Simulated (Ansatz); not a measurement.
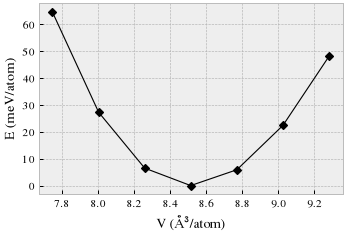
TiB₂ in space group P6/mmm (No. 191; Ti on 1a, B on 2d) under volume change, the program Ansatz at the r²SCAN level (PAW), shape and atoms relaxed at each volume.

What does a third-order Birch–Murnaghan fit give for V₀, B₀ and B′?

V₀ = 8.52 Å³/atom, B₀ = 257 GPa, B′ = 3.9.

The cell was relaxed with r²SCAN under the symmetry of its start. No spin polarisation was allowed.

Potentials: the earlier of the program's two PAW sets. The files were generated under PBE; for other functionals the program regenerates the frozen cores, and for LDA and PBEsol the local potential too.
